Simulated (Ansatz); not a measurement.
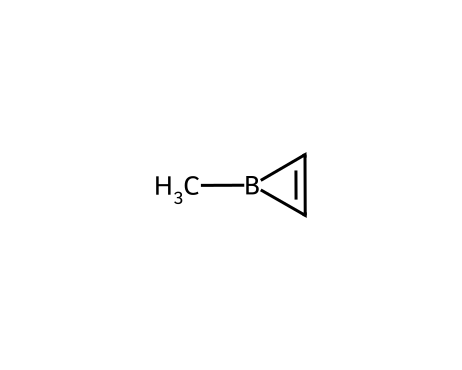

A structural formula.

Question: Transcribe the drawing into SMILES.

Answer: CB1C=C1

Question: Give the formula, hydrogens included.

Answer: C3H5B.

The parts below concern this one geometry. Atoms keep their numbers from picture to picture. The computed structure is the end point of a PBE0-D4/def2-TZVP optimisation.

**Geometry**

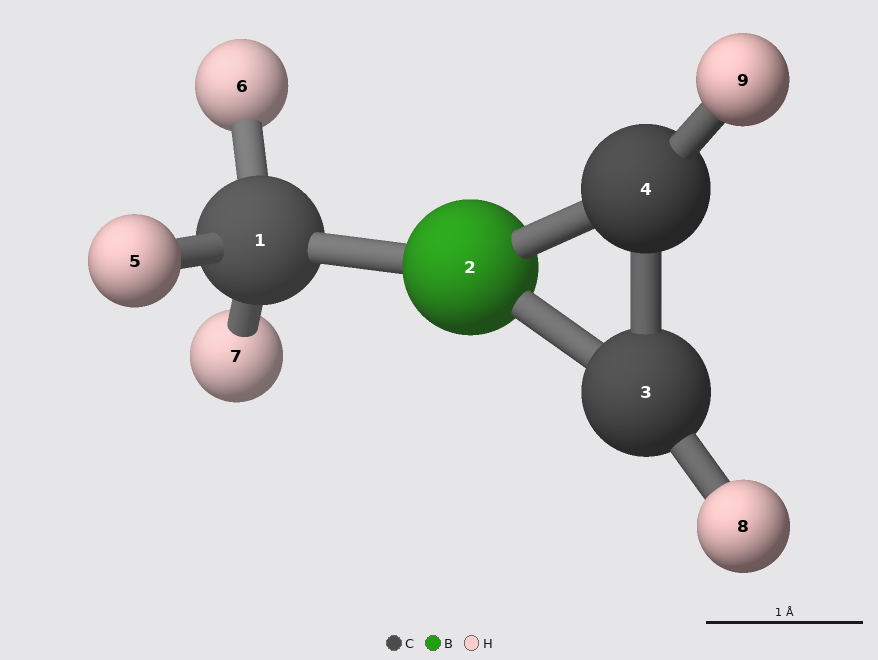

Numbered structure.

Question: How are the neighbours of atom 1 arranged?

Answer: C1 has 4 neighbours (B2 at 1.55, H5 at 1.10, H6 at 1.09, H7 at 1.09 Å); the arrangement is tetrahedral.

Question: What is the dihedral angle C1–B2–C4–C3?

Answer: 178° in size, that is anti.

**Vibrations**

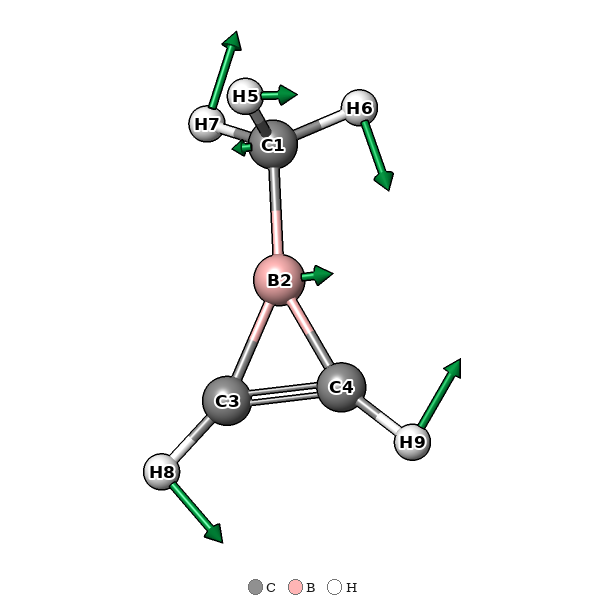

The arrows show one normal mode. Harmonic vibrations computed with RKS PBE0-D4/def2-TZVP (Ansatz 0.2.0) at a stationary point of the same level.

Question: Describe the motion.

Answer: Mostly B–C–H bending.

Question: At what wavenumber does it lie?

Answer: 977 cm⁻¹; it is mode 9 of 21 counted from the lowest.

**Levels of theory compared**

Program: Ansatz 0.2.0.

Tabulate HOMO–LUMO gap (eV), HOMO energy (eV), dipole (D) at these levels: B3LYP-D4/def2-TZVPP; PBE-D4/def2-TZVPP; r2SCAN-D4/def2-TZVPP; ωB97M-V/def2-TZVPP.

```csv
level,HOMO–LUMO gap (eV),HOMO energy (eV),dipole (D)
B3LYP-D4/def2-TZVPP,7.04,−7.36,0.50
PBE-D4/def2-TZVPP,5.04,−6.24,0.48
r2SCAN-D4/def2-TZVPP,5.60,−6.47,0.47
ωB97M-V/def2-TZVPP,11.92,−9.81,0.52
```

**Charges**

The questions are on Mulliken charges. Properties computed with RKS PBE0-D4/def2-TZVP (Ansatz 0.2.0).

Question: Which atom carries the highest charge (most positive or least negative)?

Answer: H5, H6, H7, H8, H9 (0.14 e).

Question: And the lowest?

Answer: C1 (−0.42 e).

Give the Mulliken charges atom by atom.

```
atom  value (e)
  C1      −0.42
  B2      −0.09
  C3      −0.10
  C4      −0.10
  H5       0.14
  H6       0.14
  H7       0.14
  H8       0.14
  H9       0.14
```

Mulliken values depend strongly on the basis set and can even reverse the polarity of a bond.
